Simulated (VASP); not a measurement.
Band structure of Sn (relaxed from the hcp structure, space group P6_3/mmc). Computed with r2SCAN meta-GGA, VASP's PBE PAW potentials (set 64) (plane waves; VASP).

Unless said otherwise, spin-orbit coupling is left out, though it shifts the bands of the heavy elements here.

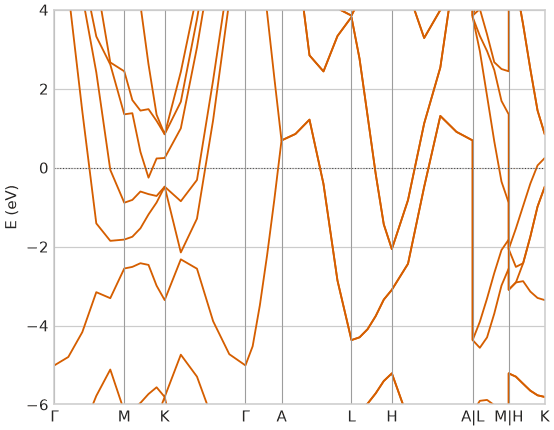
Figure: Bands along high-symmetry lines, zero at the valence-band maximum or, without a gap, the Fermi level

Question: Read the plot: is there a gap, and where are the band edges?

Answer: It has no gap at this level: it comes out as a metal or semimetal.

The structure was generated: Sn was put into the hcp type (P6_3/mmc), which need not be its known phase. It was relaxed first.
